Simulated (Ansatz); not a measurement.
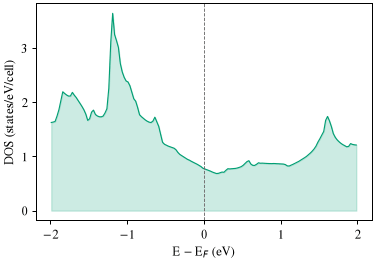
*Density of states of MoSi (P-6m2) near the Fermi level, PBEsol, rigid bands (Ansatz, a first-principles code).*

Question: With 2 atoms a cell, what bare Sommerfeld coefficient γ = (π²/3) k_B² N(E_F) follows?

Answer: N(E_F) ≈ 0.78 states/eV a cell at 300 K, so γ ≈ 0.92 mJ/(mol of atoms·K²), before many-body enhancement (phonons, spin fluctuations, correlation).

Question: How far does the Fermi level move in a rigid band for 0.1 electron a cell added or removed?

Answer: 135 meV and -120 meV.

A metal at this level (no band gap); rigid bands, thermally averaged at 300 K, both spins. Spin-orbit coupling is left out. Geometry: cell and atoms relaxed with PBEsol.

Computed structure with no diffraction record at hand here (it may be known, metastable or hypothetical): MoSi (P-6m2).
